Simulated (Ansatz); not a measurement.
# In2H4Br2: a spread of methods and bases

How do the results and run time of In2H4Br2 respond when the settings are drawn wide?

Program: Ansatz 0.2.0, Gaussian basis. Level of theory: the settings change from run to run. These are calculated values, not measurements.

2 further runs of the same task are left out: 2 for a known fault of the program.

## (1) The molecule

The structure was relaxed beforehand with PBE0-D4 in a triple-zeta def2 set. In takes a core potential in def2 sets; no spin-orbit term is included.

SMILES `[Br+]1[InH2-][Br+][InH2-]1`, 8 atoms, charge 0, spin multiplicity 1.

Atoms are counted from 1 here; the program's logs count them from 0.

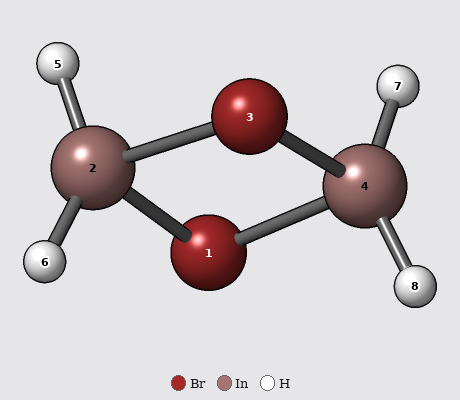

The structure; bromine red, indium brown, hydrogen white; atoms are numbered from 1 in the order of the file.

## (2) wPBEh/def2-TZVPD

Options: multiplicity 3, restricted open-shell orbitals, a grid of angular degree 47.

in.yaml

```yaml
crystal:
  periodic: [false, false, false]
  atoms:
    - {symbol: Br, position_ang: [-1.842568, 0.318983, -0.418386]}
    - {symbol: In, position_ang: [0.242948, 1.858385, 0.350877]}
    - {symbol: Br, position_ang: [1.776088, -0.351349, 0.628914]}
    - {symbol: In, position_ang: [-0.236018, -1.855330, -0.371222]}
    - {symbol: H, position_ang: [0.791661, 2.560684, -1.097394]}
    - {symbol: H, position_ang: [-0.135920, 2.307749, 1.946068]}
    - {symbol: H, position_ang: [0.192495, -2.085210, -2.000740]}
    - {symbol: H, position_ang: [-0.788697, -2.753923, 0.961883]}
basis:
  gaussian: {orbitals: def2-TZVPD, final_grid: {core_spheres: 20, valence_spheres: 16, degree: 47}}
magnetization: {spin_polarized: false, initial_magnetization: 2}
hamiltonian: {xc: {name: wPBEh}}
output: {forces: true}
```

The run is started by

```sh
ansatz run in.yaml --threads 2 --pin off --events-out ev --progress --plain --max-ram 32768MiB --backend cpu
```

The log of the run:

```text
Functional definition: wPBEh
  name "wPBEh"
  cite "Heyd, Scuseria & Ernzerhof, J. Chem. Phys. 118, 8207 (2003) doi:10.1063/1.1564060"
  cite "Krukau, Vydrov, Izmaylov & Scuseria, J. Chem. Phys. 125, 224106 (2006) doi:10.1063/1.2404663"
  cite "Heyd & Scuseria, J. Chem. Phys. 120, 7274 (2004) doi:10.1063/1.1668634"
  cite "Ernzerhof & Perdew, J. Chem. Phys. 109, 3313 (1998) doi:10.1063/1.476928"
  cite "Perdew, Burke & Ernzerhof, Phys. Rev. Lett. 77, 3865 (1996) doi:10.1103/PhysRevLett.77.3865"
  parent pbe
  parameter a = 0.25
  parameter omega = 0.11/bohr
  exchange = wpbe_x - a*pbe_x_sr(omega) + a*exact_x_sr(omega)
  correlation = pbe_c
2174 factors; their error is unknown
177 factors; integrals over basis functions are off by at most 1.3e-5 eV
mean field evaluation 1: about -150483.4970 eV, gradient 2.0e1 eV
mean field evaluation 2: about -150483.7605 eV, gradient 1.9e1 eV
mean field evaluation 4: about -150484.4259 eV, gradient 1.3e1 eV
mean field evaluation 8: about -150485.1988 eV, gradient 3.1e-1 eV
mean field evaluation 16: about -150485.9012 eV, gradient 2.9e-2 eV
mean field evaluation 32: about -150485.9012 eV, gradient 3.1e-4 eV
mean field evaluation 64: about -150483.8733 eV, gradient 8.1e0 eV
mean field evaluation 96: about -150484.8862 eV, gradient 3.4e-1 eV
mean field evaluation 128: about -150483.6207 eV, gradient 2.0e1 eV
mean field evaluation 160: about -150484.2066 eV, gradient 1.1e0 eV
mean field -150485.90121953 eV, -5530.2548668103 hartree, gradient 1.0e-5 eV, S^2 2.000000; 12 other end points of the search recorded, 0 dependent functions left out
the calculation of the forces begins
reference -150485.90129715 eV, -5530.2548696630 hartree; 59, 57 occupied and 203, 205 virtual orbitals, 2174 factors
Total energy: -150485.90129715 eV, -5530.2548696630 hartree
Atom 0 at    -1.842568     0.318983    -0.418386 Å, force     0.135386    -0.015036    -0.012157 eV/Å
Atom 1 at     0.242948     1.858385     0.350877 Å, force     0.043401     0.513586     0.189097 eV/Å
Atom 2 at     1.776088    -0.351349     0.628914 Å, force    -0.104150     0.029206    -0.081411 eV/Å
Atom 3 at    -0.236018    -1.855330    -0.371222 Å, force    -0.092617    -0.540895    -0.015974 eV/Å
Atom 4 at     0.791661     2.560684    -1.097394 Å, force     0.053946     0.071212    -0.147247 eV/Å
Atom 5 at    -0.135920     2.307749     1.946068 Å, force    -0.028647     0.062189     0.132099 eV/Å
Atom 6 at     0.192495    -2.085210    -2.000740 Å, force     0.041880    -0.022757    -0.165501 eV/Å
Atom 7 at    -0.788697    -2.753923     0.961883 Å, force    -0.049198    -0.097505     0.101094 eV/Å
Dipole moment:     0.007807     0.004305    -0.027318 e Å
```

Run time: 7.8 min. Hardware: 2 threads of AMD EPYC 7R13, shared host; peak memory 2.3 GiB.

Largest force 0.549 eV/Å, dipole 0.14 D.

## (3) rPW86-PBE/def2-mTZVPP

Options: multiplicity 3, a grid of angular degree 11, relativity set to none.

in.yaml: that of step 2 with these lines changed.

```diff
@@ -12,5 +12,5 @@
 basis:
-  gaussian: {orbitals: def2-TZVPD, final_grid: {core_spheres: 20, valence_spheres: 16, degree: 47}}
-magnetization: {spin_polarized: false, initial_magnetization: 2}
-hamiltonian: {xc: {name: wPBEh}}
+  gaussian: {orbitals: def2-mTZVPP, final_grid: {core_spheres: 5, valence_spheres: 4, degree: 11}}
+magnetization: {spin_polarized: true, initial_magnetization: 2}
+hamiltonian: {xc: {name: rPW86-PBE}, pseudopotentials: {relativity: none}}
 output: {forces: true}
```

Launched as before.

The log of the run:

```text
Functional definition: rPW86-PBE
  name "rPW86-PBE"
  cite "Murray, Lee & Langreth, J. Chem. Theory Comput. 5, 2754 (2009) doi:10.1021/ct900365q"
  cite "Perdew, Burke & Ernzerhof, Phys. Rev. Lett. 77, 3865 (1996) doi:10.1103/PhysRevLett.77.3865"
  parent pbe
  exchange = rpw86_x
  correlation = pbe_c
1692 factors; their error is unknown
mean field evaluation 1: about -150558.4864 eV, gradient 1.7e1 eV
mean field evaluation 2: about -150558.2409 eV, gradient 1.7e1 eV
mean field evaluation 4: about -150560.4576 eV, gradient 1.9e0 eV
mean field evaluation 8: about -150560.4739 eV, gradient 3.1e-1 eV
mean field evaluation 16: about -150560.4127 eV, gradient 2.3e-3 eV
mean field evaluation 32: about -150560.0096 eV, gradient 3.8e0 eV
mean field evaluation 64: about -150560.4047 eV, gradient 8.7e-1 eV
mean field evaluation 96: about -150560.1282 eV, gradient 1.0e-3 eV
mean field -150560.41268220 eV, -5532.9931125577 hartree, gradient 2.1e-6 eV, S^2 2.001777; 10 other end points of the search recorded, 0 dependent functions left out
the calculation of the forces begins
reference -150560.41288575 eV, -5532.9931200379 hartree; 59, 57 occupied and 105, 107 virtual orbitals, 1692 factors
Total energy: -150560.41288575 eV, -5532.9931200379 hartree
Atom 0 at    -1.842568     0.318983    -0.418386 Å, force    -0.475026     0.076133    -0.076018 eV/Å
Atom 1 at     0.242948     1.858385     0.350877 Å, force     0.145384     0.991083     0.141177 eV/Å
Atom 2 at     1.776088    -0.351349     0.628914 Å, force     0.440007    -0.093554     0.188861 eV/Å
Atom 3 at    -0.236018    -1.855330    -0.371222 Å, force    -0.108359    -0.976361    -0.241409 eV/Å
Atom 4 at     0.791661     2.560684    -1.097394 Å, force     0.106037     0.138844    -0.282892 eV/Å
Atom 5 at    -0.135920     2.307749     1.946068 Å, force    -0.071351     0.139705     0.330449 eV/Å
Atom 6 at     0.192495    -2.085210    -2.000740 Å, force     0.082250    -0.046126    -0.318836 eV/Å
Atom 7 at    -0.788697    -2.753923     0.961883 Å, force    -0.118941    -0.229724     0.258669 eV/Å
Dipole moment:     0.006092     0.003379    -0.021415 e Å
```

Wall time 50 s (2 threads of AMD EPYC 7R13, shared host); peak memory 0.55 GiB.

Largest force 1.012 eV/Å, dipole 0.11 D, ⟨S²⟩ 2.002.

## (4) B2PLYP/def2-SVP

in.yaml: that of step 3 with these lines changed.

```diff
@@ -12,5 +12,3 @@
 basis:
-  gaussian: {orbitals: def2-mTZVPP, final_grid: {core_spheres: 5, valence_spheres: 4, degree: 11}}
-magnetization: {spin_polarized: true, initial_magnetization: 2}
-hamiltonian: {xc: {name: rPW86-PBE}, pseudopotentials: {relativity: none}}
-output: {forces: true}
+  gaussian: {orbitals: def2-SVP}
+hamiltonian: {xc: {name: B2PLYP}}
```

Launched as before.

The log of the run:

```text
Functional definition: B2PLYP
  name "B2PLYP"
  cite "Grimme, J. Chem. Phys. 124, 034108 (2006) doi:10.1063/1.2148954"
  cite "Becke, Phys. Rev. A 38, 3098 (1988) doi:10.1103/PhysRevA.38.3098"
  cite "Lee, Yang & Parr, Phys. Rev. B 37, 785 (1988) doi:10.1103/PhysRevB.37.785"
  parameter a = 0.53
  parameter c = 0.27
  exchange = (1 - a)*b88_x + a*exact_x
  correlation = (1 - c)*lyp_c + c*(mp2_os + mp2_ss)
1488 factors; integrals over basis functions are off by at most 3.6e-4 eV
mean field evaluation 1: about -150447.6339 eV, gradient 1.4e1 eV
mean field evaluation 2: about -150447.6951 eV, gradient 1.4e1 eV
mean field evaluation 4: about -150448.3517 eV, gradient 1.7e0 eV
mean field evaluation 8: about -150448.3585 eV, gradient 6.0e-2 eV
mean field evaluation 16: about -150448.3585 eV, gradient 7.4e-6 eV
mean field -150448.35848405 eV, -5528.8751967287 hartree, gradient 7.4e-6 eV, S^2 0.000000; 0 other end points of the search recorded, 0 dependent functions left out
26 core orbitals not correlated: weight in the atoms' cores, before any rotation towards them, 1.000 or more for the frozen orbitals, at most 0.000 for the correlated occupied ones
reference -150448.35868901 eV, -5528.8752042610 hartree; 32, 32 occupied and 78, 78 virtual orbitals, 1488 factors
second order -21.58277207 eV of doubles, -0.00000000 eV of singles
Total energy: -150454.18603747 eV, -5529.0893553669 hartree
```

Wall time 11 s (2 threads of AMD EPYC 7R13, shared host); peak memory 0.44 GiB.

## (5) BLYP/def2-mTZVPP

Options: high accuracy, the search for lower states set to off.

in.yaml: that of step 4 with these lines changed.

```diff
@@ -12,3 +12,6 @@
 basis:
-  gaussian: {orbitals: def2-SVP}
-hamiltonian: {xc: {name: B2PLYP}}
+  gaussian: {orbitals: def2-mTZVPP}
+hamiltonian: {xc: {name: BLYP}}
+accuracy: high
+scf: {lower_state_search: off}
+output: {forces: true}
```

Same command.

The log of the run:

```text
Functional definition: BLYP
  name "BLYP"
  cite "Becke, Phys. Rev. A 38, 3098 (1988) doi:10.1103/PhysRevA.38.3098"
  cite "Lee, Yang & Parr, Phys. Rev. B 37, 785 (1988) doi:10.1103/PhysRevB.37.785"
  parameter beta = 0.0042
  parameter a = 0.04918
  parameter b = 0.132
  parameter c = 0.2533
  parameter d = 0.349
  exchange = b88_x(beta = beta)
  correlation = lyp_c(a = a, b = b, c = c, d = d)
these checks for a lower state are left out or cut short: stability, starts, cluster_reference, orbital_swaps, neighbouring_geometries, increment
3359 factors; integrals over basis functions are off by at most 1.4e-8 eV
mean field evaluation 1: about -150504.9702 eV, gradient 2.8e1 eV
mean field evaluation 2: about -150505.0043 eV, gradient 2.9e1 eV
mean field evaluation 4: about -150506.8059 eV, gradient 1.3e0 eV
mean field evaluation 8: about -150506.7979 eV, gradient 3.0e-2 eV
mean field evaluation 16: about -150506.7979 eV, gradient 1.8e-5 eV
mean field -150506.79787388 eV, -5531.0228046935 hartree, gradient 4.7e-8 eV, S^2 0.000000; 0 other end points of the search recorded, 0 dependent functions left out
the calculation of the forces begins
reference -150506.79793440 eV, -5531.0228069176 hartree; 58, 58 occupied and 106, 106 virtual orbitals, 3359 factors
Total energy: -150506.79793440 eV, -5531.0228069176 hartree
Atom 0 at    -1.842568     0.318983    -0.418386 Å, force    -0.616965     0.106722    -0.139657 eV/Å
Atom 1 at     0.242948     1.858385     0.350877 Å, force     0.066159     0.458883     0.061368 eV/Å
Atom 2 at     1.776088    -0.351349     0.628914 Å, force     0.594334    -0.117639     0.210782 eV/Å
Atom 3 at    -0.236018    -1.855330    -0.371222 Å, force    -0.051033    -0.450294    -0.115424 eV/Å
Atom 4 at     0.791661     2.560684    -1.097394 Å, force     0.080390     0.109943    -0.205456 eV/Å
Atom 5 at    -0.135920     2.307749     1.946068 Å, force    -0.053105     0.073493     0.232354 eV/Å
Atom 6 at     0.192495    -2.085210    -2.000740 Å, force     0.060713    -0.042483    -0.235100 eV/Å
Atom 7 at    -0.788697    -2.753923     0.961883 Å, force    -0.080493    -0.138625     0.191133 eV/Å
Dipole moment:     0.009562     0.004340    -0.028696 e Å
Checks for a lower state left out: stability, starts, cluster_reference, orbital_swaps, neighbouring_geometries, increment
```

Run time: 21 s. Hardware: 2 threads of AMD EPYC 7R13, shared host; peak memory 0.58 GiB.

Largest force 0.642 eV/Å, dipole 0.15 D.

## (6) r2SCAN50/def2-TZVPP

Set apart from the defaults: D4 dispersion.

in.yaml: that of step 5 with these lines changed.

```diff
@@ -12,6 +12,4 @@
 basis:
-  gaussian: {orbitals: def2-mTZVPP}
-hamiltonian: {xc: {name: BLYP}}
-accuracy: high
-scf: {lower_state_search: off}
+  gaussian: {orbitals: def2-TZVPP}
+hamiltonian: {xc: {name: r2SCAN50}, dispersion: d4}
 output: {forces: true}
```

The command is unchanged.

The log of the run:

```text
Functional definition: r2SCAN50
  name "r2SCAN50"
  cite "Bursch, Neugebauer, Ehlert & Grimme, J. Chem. Phys. 156, 134105 (2022) doi:10.1063/5.0086040"
  cite "Furness, Kaplan, Ning, Perdew & Sun, J. Phys. Chem. Lett. 11, 8208 (2020) doi:10.1021/acs.jpclett.0c02405"
  cite "Furness, Kaplan, Ning, Perdew & Sun, J. Phys. Chem. Lett. 11, 9248 (2020) doi:10.1021/acs.jpclett.0c03077"
  parent r2scan
  parameter a = 0.5
  parameter k0 = 0.174
  parameter k1 = 0.065
  parameter a1 = 4.9479
  exchange = (1 - a)*r2scan_x(k0 = k0, k1 = k1, a1 = a1) + a*exact_x
  correlation = r2scan_c
2196 factors; their error is unknown
mean field evaluation 1: about -150505.7088 eV, gradient 1.6e1 eV
mean field evaluation 2: about -150506.1162 eV, gradient 1.1e1 eV
mean field evaluation 4: about -150506.3293 eV, gradient 4.4e-1 eV
mean field evaluation 8: about -150508.2755 eV, gradient 1.1e0 eV
mean field evaluation 16: about -150508.2765 eV, gradient 5.2e-5 eV
mean field -150508.27646493 eV, -5531.0771419121 hartree, gradient 5.2e-5 eV, S^2 0.000000; 0 other end points of the search recorded, 0 dependent functions left out
the calculation of the forces begins
reference -150508.27647449 eV, -5531.0771422637 hartree; 58, 58 occupied and 194, 194 virtual orbitals, 2196 factors
Total energy: -150508.36618983 eV, -5531.0804392416 hartree
Atom 0 at    -1.842568     0.318983    -0.418386 Å, force     0.186166    -0.031956     0.040810 eV/Å
Atom 1 at     0.242948     1.858385     0.350877 Å, force    -0.010190    -0.058377    -0.006808 eV/Å
Atom 2 at     1.776088    -0.351349     0.628914 Å, force    -0.178636     0.035668    -0.064914 eV/Å
Atom 3 at    -0.236018    -1.855330    -0.371222 Å, force     0.004806     0.057376     0.015688 eV/Å
Atom 4 at     0.791661     2.560684    -1.097394 Å, force    -0.060496    -0.066720     0.168871 eV/Å
Atom 5 at    -0.135920     2.307749     1.946068 Å, force     0.046197    -0.037444    -0.181256 eV/Å
Atom 6 at     0.192495    -2.085210    -2.000740 Å, force    -0.050325     0.012348     0.184238 eV/Å
Atom 7 at    -0.788697    -2.753923     0.961883 Å, force     0.062477     0.089104    -0.156629 eV/Å
Dipole moment:     0.009914     0.004464    -0.029576 e Å
```

Wall time 26 s (2 threads of AMD EPYC 7R13, shared host); peak memory 1.3 GiB.

Largest force 0.193 eV/Å, dipole 0.15 D.

## (7) wB97/x2c-TZVPPall

This run has charge +1, multiplicity 2, finite nuclei.

in.yaml: that of step 6 with these lines changed.

```diff
@@ -12,4 +12,6 @@
 basis:
-  gaussian: {orbitals: def2-TZVPP}
-hamiltonian: {xc: {name: r2SCAN50}, dispersion: d4}
+  gaussian: {orbitals: x2c-TZVPPall, nuclear_model: gaussian}
+total_charge: 1
+magnetization: {spin_polarized: true, initial_magnetization: 1}
+hamiltonian: {xc: {name: wB97}}
 output: {forces: true}
```

The run is started by

```sh
ansatz run in.yaml --threads 2 --pin off --events-out ev --progress --plain --max-ram 32768MiB --backend cuda --devices 0, --max-vram 18GiB
```

The log of the run:

```text
Functional definition: wB97
  name "wB97"
  cite "Chai & Head-Gordon, J. Chem. Phys. 128, 084106 (2008) doi:10.1063/1.2834918"
  cite "Becke, J. Chem. Phys. 107, 8554 (1997) doi:10.1063/1.475007"
  parameter omega = 0.4/bohr
  parameter cx1 = 1.13116
  parameter cx2 = -2.74915
  parameter cx3 = 12.0900
  parameter cx4 = -5.71642
  parameter css1 = -2.55352
  parameter css2 = 11.8926
  parameter css3 = -26.9452
  parameter css4 = 17.0927
  parameter cos1 = 3.99051
  parameter cos2 = -17.0066
  parameter cos3 = 1.07292
  parameter cos4 = 8.88211
  # The coefficients of nought are those of the uniform gas.
  exchange = spin_sum(e_x_unif_sr(omega)*poly(b97_u_x, 1, cx1, cx2, cx3, cx4)) + exact_x_lr(omega)
  correlation = spin_sum(e_c_pw_same_spin*poly(b97_u_same, 1, css1, css2, css3, css4))
      + integral(e_c_pw_opposite_spin*poly(b97_u_opposite, 1, cos1, cos2, cos3, cos4))
2098 factors; their error is unknown
486 factors; integrals over basis functions are off by at most 2.7e-5 eV
mean field evaluation 1: about -461992.4190 eV, gradient 1.7e1 eV
mean field evaluation 2: about -461993.7771 eV, gradient 1.7e1 eV
mean field evaluation 4: about -461994.7521 eV, gradient 8.5e-1 eV
mean field evaluation 8: about -461994.7911 eV, gradient 2.2e-1 eV
mean field evaluation 16: about -461994.7689 eV, gradient 3.4e-3 eV
mean field evaluation 32: about -461994.4946 eV, gradient 3.8e0 eV
mean field -461994.81739139 eV, -16977.9963877992 hartree, gradient 5.4e-6 eV, S^2 0.757909; 6 other end points of the search recorded, 0 dependent functions left out
the calculation of the forces begins
reference -461994.81737747 eV, -16977.9963872876 hartree; 86, 85 occupied and 186, 187 virtual orbitals, 2098 factors
Total energy: -461994.81737747 eV, -16977.9963872876 hartree
Relativity: scalar
Atom 0 at    -1.842568     0.318983    -0.418386 Å, force    -0.754687     0.140978    -0.224420 eV/Å
Atom 1 at     0.242948     1.858385     0.350877 Å, force     1.101848     0.457838     0.459742 eV/Å
Atom 2 at     1.776088    -0.351349     0.628914 Å, force    -0.496712     0.100162    -0.185606 eV/Å
Atom 3 at    -0.236018    -1.855330    -0.371222 Å, force     0.933277    -0.849657     0.205489 eV/Å
Atom 4 at     0.791661     2.560684    -1.097394 Å, force    -0.252589    -0.147394    -0.023228 eV/Å
Atom 5 at    -0.135920     2.307749     1.946068 Å, force    -0.183477    -0.120206    -0.171067 eV/Å
Atom 6 at     0.192495    -2.085210    -2.000740 Å, force    -0.207478     0.202530     0.044810 eV/Å
Atom 7 at    -0.788697    -2.753923     0.961883 Å, force    -0.140183     0.215749    -0.105721 eV/Å
Dipole moment:    -0.606905     0.119184    -0.210422 e Å
```

It took 24 s on 1 × H100 (card shared with other runs) with 2 threads of AMD EPYC 7R13, shared host; peak host memory 1.2 GiB.

Largest force 1.279 eV/Å, ⟨S²⟩ 0.758.

## (8) PBE0/ANO-RCC-VTZP

Set apart from the defaults: the search for lower states set to full.

in.yaml: that of step 7 with these lines changed.

```diff
@@ -12,6 +12,5 @@
 basis:
-  gaussian: {orbitals: x2c-TZVPPall, nuclear_model: gaussian}
-total_charge: 1
-magnetization: {spin_polarized: true, initial_magnetization: 1}
-hamiltonian: {xc: {name: wB97}}
+  gaussian: {orbitals: ANO-RCC-VTZP}
+hamiltonian: {xc: {name: PBE0}}
+scf: {lower_state_search: full}
 output: {forces: true}
```

Launched as before.

The log of the run:

```text
Functional definition: PBE0
  name "PBE0"
  cite "Adamo & Barone, J. Chem. Phys. 110, 6158 (1999) doi:10.1063/1.478522"
  cite "Perdew, Burke & Ernzerhof, Phys. Rev. Lett. 77, 3865 (1996) doi:10.1103/PhysRevLett.77.3865"
  parent pbe
  parameter a = 0.25
  parameter kappa = 0.804
  parameter beta = 0.06672455060314922
  exchange = (1 - a)*pbe_x(kappa = kappa, mu = beta*pi^2/3) + a*exact_x
  correlation = pbe_c(beta = beta)
2065 factors; integrals over basis functions are off by at most 8.5e-4 eV
mean field evaluation 1: about -461930.2628 eV, gradient 2.0e1 eV
mean field evaluation 2: about -461930.2816 eV, gradient 2.0e1 eV
mean field evaluation 4: about -461931.1943 eV, gradient 4.4e0 eV
mean field evaluation 8: about -461931.2180 eV, gradient 2.5e-1 eV
mean field evaluation 16: about -461931.2181 eV, gradient 2.6e-5 eV
mean field -461931.21813281 eV, -16975.6591581555 hartree, gradient 2.6e-5 eV, S^2 0.000000; 0 other end points of the search recorded, 0 dependent functions left out
the calculation of the forces begins
reference -461931.21821544 eV, -16975.6591611918 hartree; 86, 86 occupied and 192, 192 virtual orbitals, 2065 factors
Total energy: -461931.21821544 eV, -16975.6591611918 hartree
Relativity: scalar
Atom 0 at    -1.842568     0.318983    -0.418386 Å, force    -0.029944     0.005308    -0.007476 eV/Å
Atom 1 at     0.242948     1.858385     0.350877 Å, force    -0.000501     0.000414    -0.002118 eV/Å
Atom 2 at     1.776088    -0.351349     0.628914 Å, force     0.029218    -0.005616     0.009516 eV/Å
Atom 3 at    -0.236018    -1.855330    -0.371222 Å, force    -0.000421     0.000556    -0.002103 eV/Å
Atom 4 at     0.791661     2.560684    -1.097394 Å, force     0.002830     0.004821    -0.004495 eV/Å
Atom 5 at    -0.135920     2.307749     1.946068 Å, force    -0.000846     0.003623     0.007284 eV/Å
Atom 6 at     0.192495    -2.085210    -2.000740 Å, force     0.001754    -0.003358    -0.006092 eV/Å
Atom 7 at    -0.788697    -2.753923     0.961883 Å, force    -0.002090    -0.005748     0.005484 eV/Å
Dipole moment:     0.008872     0.003988    -0.026430 e Å
```

Run time: 25 s. Hardware: 1 × H100 (card shared with other runs) with 2 threads of AMD EPYC 7R13, shared host; peak host memory 1.5 GiB.

Largest force 0.031 eV/Å, dipole 0.14 D.

## (9) All runs side by side

```
                level  charge  multiplicity  geometry  functions  energy (eV)     time
     wPBEh/def2-TZVPD       0             3   relaxed        262  -150485.901  7.8 min
rPW86-PBE/def2-mTZVPP       0             3   relaxed        164  -150560.413     50 s
      B2PLYP/def2-SVP       0             1   relaxed        136  -150454.186     11 s
     BLYP/def2-mTZVPP       0             1   relaxed        164  -150506.798     21 s
  r2SCAN50/def2-TZVPP       0             1   relaxed        252  -150508.366     26 s
    wB97/x2c-TZVPPall       1             2   relaxed        272  -461994.817     24 s
    PBE0/ANO-RCC-VTZP       0             1   relaxed        278  -461931.218     25 s
```

## (10) What came out

| quantity | value |
| --- | --- |
| runs | 7 |
| quickest | B2PLYP/def2-SVP, 11 s |
| slowest | wPBEh/def2-TZVPD, 7.8 min |
| spread of total energies, same state and geometry | 311477.0 eV |
| dipole, same state and geometry | 0.14 to 0.15 D |

What this shows: Run time spans a factor of 43, from B2PLYP/def2-SVP to wPBEh/def2-TZVPD. The jobs differ in tasks and options as well as level. The totals spread over 311477 eV; they can't be compared across methods or bases. Some of these runs are scalar-relativistic and others not, which shifts the totals of all-electron atoms past neon by eV; core potentials, where a basis has them, take the core out of the total altogether. At the PBE0-D4/def2-TZVP geometry and in the same state, runs without warnings or point charges leave forces up to 0.64 eV/Å (BLYP/def2-mTZVPP).
